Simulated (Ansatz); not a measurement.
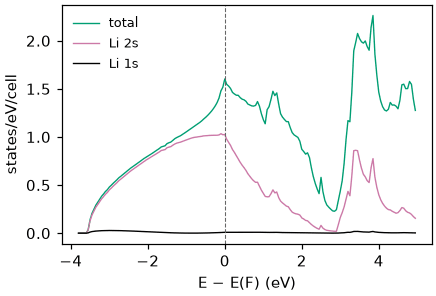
Total and projected density of states of Li (9R (Sm type), R-3m), DFT-PBEsol in the program Ansatz with PAW potentials

Q: Which orbitals carry the states next to the Fermi level?

A: Within 0.5 eV of the Fermi level: Li 2s 66 %, outside the projected shells 33 %. Projections are on Löwdin-orthogonalised atomic valence shells; empty p or d shells of many metals are not among them.

The workflow started from a Materials Project entry (that database holds measured and hypothetical structures alike); the Crystallography Open Database files this formula in space group No. 166, but the cells were not matched. It is not the phase usual at ambient conditions (space group No. 229). The cell was relaxed with PBEsol under the symmetry of its start; whether a distortion lowers the energy is not shown.

Potentials: the later of the program's two PAW sets.
